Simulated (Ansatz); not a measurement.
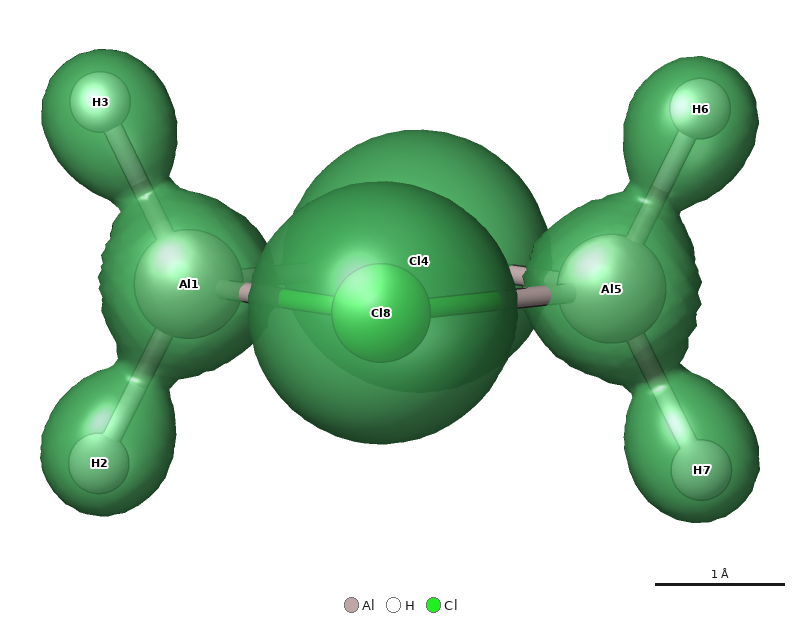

Al2Cl2H4. Isosurface of the total electron density at 0.5 e/Å³ (green), seen across its widest extent.

Geometry: r2SCAN-D4/def2-SVP.

Theory: RKS PBE0-D4/def2-TZVP (Ansatz).

```yaml
atoms:
  - { symbol: Al, position_ang: [-0.1386, -0.9837, -1.3147] }
  - { symbol: H, position_ang: [-0.3988, -0.2733, -2.6966] }
  - { symbol: H, position_ang: [0.0052, -2.5283, -1.0398] }
  - { symbol: Cl, position_ang: [-1.6166, -0.1017, 0.2466] }
  - { symbol: Al, position_ang: [0.1387, 0.9835, 1.3149] }
  - { symbol: H, position_ang: [0.3987, 0.2631, 2.6917] }
  - { symbol: H, position_ang: [-0.0036, 2.5301, 1.0508] }
  - { symbol: Cl, position_ang: [1.6151, 0.1103, -0.2528] }
```

Q: How is the density connected at this value?

A: At this value the surface falls into four separate pieces. It bridges the sampled Al–H (1.58 Å) contacts, where the density stays above the isovalue. It is pinched off along the sampled Al–Cl (2.32 Å) contacts. On the grid the lowest density along these lines, outside the cores, is 0.3 e/Å³ (Al–Cl, 2.32 Å) and 0.57 e/Å³ (Al–H, 1.58 Å).
